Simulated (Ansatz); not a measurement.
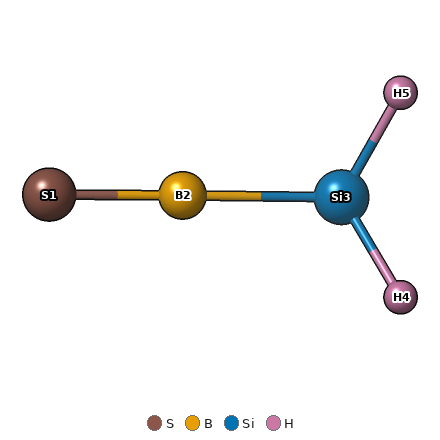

The system is BH₂SSi, SMILES [SiH2]=B[S], spin multiplicity 2; the picture shows the reference structure. 
- The first coordinate is: umbrella angle at Si3 (between each of its bonds and their common axis; 90 is planar); the second: change of the bonds Si3–B2, Si3–H4, Si3–H5, all alike.
- Nothing is relaxed (all other coordinates rigid).
- The scan uses a 15 × 15 grid.
- Points are written as (first, second).
- Energies: kJ/mol, counted from the relaxed molecule at the same level.
- The calculation used UKS B3LYP-D4/def2-TZVP (Ansatz 0.2.0).

Its coordinates:

```xyz
5

S    -0.8185   -0.7751    2.5616
B    -0.3999   -0.3033    1.0789
Si   -0.0240    0.3231   -0.7185
H     0.1221   -0.7312   -1.7431
H     0.9992    1.3837   -0.8227
```

Range: umbrella angle at Si3 (between each of its bonds and their common axis; 90 is planar) from 64.6 to 115.4°; change of the bonds Si3–B2, Si3–H4, Si3–H5, all alike from −0.179 to 0.277 Å.

Predict the map.

The lowest grid point is at (104.5°, 0.016 Å), 0.6 kJ/mol from the relaxed molecule at the same level. There is a further well near (75.5°, 0.016 Å) (1.7 kJ/mol above the lowest at that grid point). The highest grid point, (90.0°, 0.277 Å), lies 156 kJ/mol above the lowest. On the interpolated surface the easiest way out of the lowest well to the well at about (76°, 0.00 Å) passes a barrier of about 5.2 kJ/mol, counted from the interpolated bottom of the well. Round the minimum the valley is somewhat tilted: raising the first coordinate shifts the best value of the second coordinate upwards (coupling k₁₂/√(k₁₁k₂₂) about −0.3).

```csv
"second ↓, first →",64.6,68.2,71.8,75.5,79.1,82.7,86.4,90.0,93.6,97.3,100.9,104.5,108.2,111.8,115.4
0.277,128,123,123,129,137,146,154,156,152,144,134,126,122,122,128
0.245,106,101,101,106,113,122,128,130,127,119,111,103,100,100,107
0.212,86,80,80,83,90,97,103,105,102,95,87,81,78,79,86
0.179,67,61,60,63,68,75,80,81,79,73,66,61,58,60,68
0.147,52,45,43,45,49,55,59,61,58,53,47,43,41,44,52
0.114,38,30,27,29,33,37,41,42,40,35,30,27,26,30,38
0.082,28,19,16,16,19,23,26,27,25,21,17,14,15,19,28
0.049,21,12,8,7,9,12,14,15,13,10,7,5,6,12,22
0.016,19,9,4,2,3,5,7,7,6,4,1,1,3,9,20
−0.016,22,11,5,3,3,4,5,5,4,2,1,1,4,11,22
−0.049,31,19,12,9,8,8,9,9,8,7,6,7,11,19,31
−0.082,47,34,26,22,20,19,19,19,18,18,18,20,25,34,47
−0.114,69,56,47,42,39,37,37,37,36,36,37,40,46,56,70
−0.147,102,88,78,71,67,65,64,64,64,64,66,70,77,87,103
−0.179,143,128,117,110,105,102,101,100,100,101,104,109,117,128,144
```

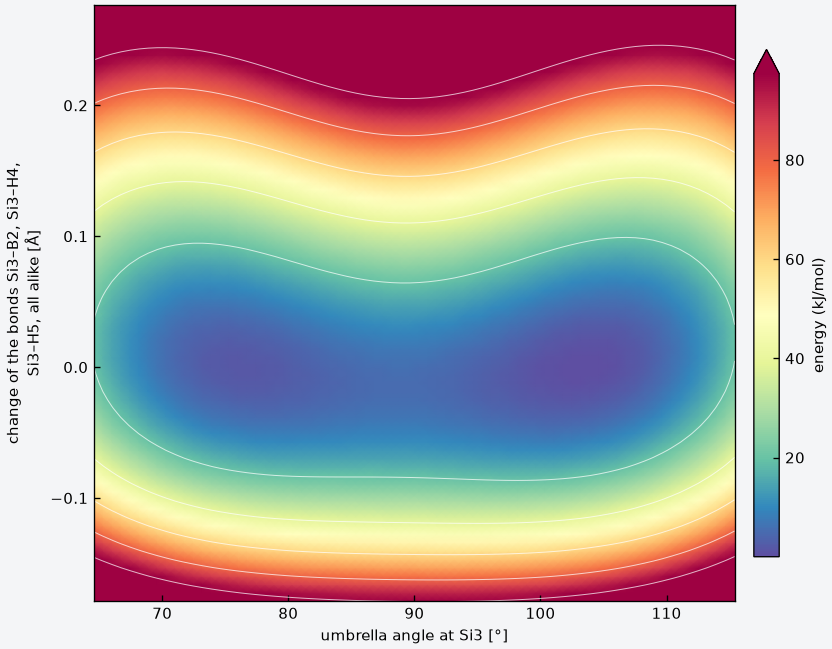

Drawn: a smooth colour map with a few white contour lines, one colour for all values above the top of the scale. Between grid points the surface is interpolated.

Each point was launched as `ansatz run input.yaml --threads 1 --pin off --max-ram 2560MiB --backend cpu --events-out ev --progress --plain --runs-dir out`. Time for the 225 points that were run: 23 min on 1 thread of Arm Neoverse V2, on a shared host.
